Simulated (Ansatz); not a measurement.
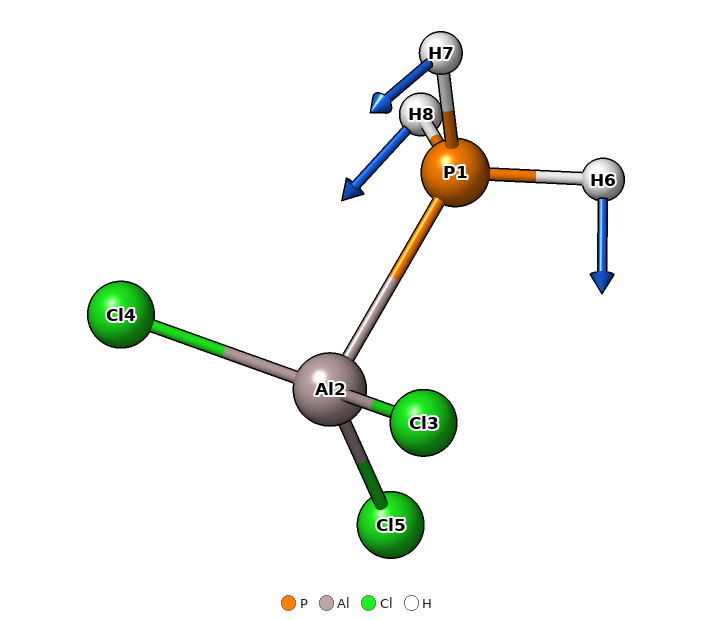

The arrows show one normal mode. Harmonic vibrations computed with RKS PBE0-D4/def2-TZVP (Ansatz 0.2.0) at a stationary point of the same level.

**Describe the motion.**

Mostly angle bending.

**At what wavenumber does it lie?**

981 cm⁻¹; it is mode 13 of 18 counted from the lowest.
